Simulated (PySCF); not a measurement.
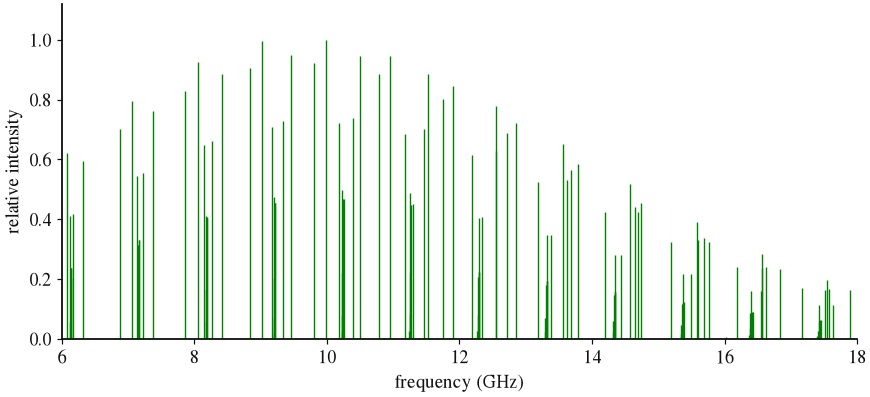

C₁₁H₉N, SMILES c1ccc(-c2ccncc2)cc1. Simulated rotational absorption lines between 6 and 18 GHz at 1.5 K: rigid rotor with the equilibrium constants and dipole of one optimised conformer (PBE0-D3(BJ)/def2-SVP, PySCF), commonest isotopes; no centrifugal distortion, hyperfine structure, internal rotation or nuclear-spin weights; lines within 1 MHz of each other are summed.

### What are the rotational constants, and what kind of rotor is it?

Rotational constants A, B, C = 2.947, 0.5457, 0.4757 GHz; Ray's κ = −0.94, a near-prolate asymmetric top.

### Which dipole components drive the lines?

|μa|, |μb|, |μc| = 2.69, 0.00, 0.00 D; a-type lines carry 100 % of the intensity in this range.

Caveats: coarse grid, loose stop and no frequency check, small forces are noise and the end may be a saddle.
